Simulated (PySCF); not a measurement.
Vertical excitations of a molecule C2H7FOSi from TDA-PBE/def2-SVPD run with PySCF, as energy in eV (oscillator strength): 6.64 (0.009), 7.22 (0.001), 7.52 (0.015), 7.65 (0.034), 8.00 (0.007), 8.13 (0.076), 8.26 (0.001), 8.41 (0.017), 8.47 (0.006), 8.50 (0.027). Lowest triplet (TDA): 6.48 eV. The structure is a stationary point at PBE0-D3(BJ)/def2-SVP. The values are those of a single conformer.

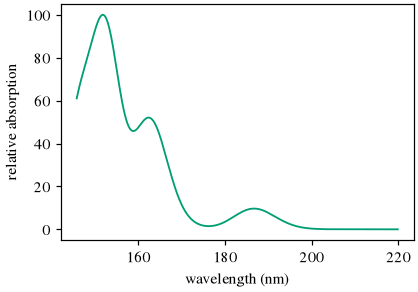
Figure. The lines broadened by 0.4 eV.

Problem. Which molecule gave these data?
A. CC[SiH](O)F
B. COC[SiH2]F
C. C[Si](C)(O)F
D. OC[SiH2]CF

Solution. A, CC[SiH](O)F
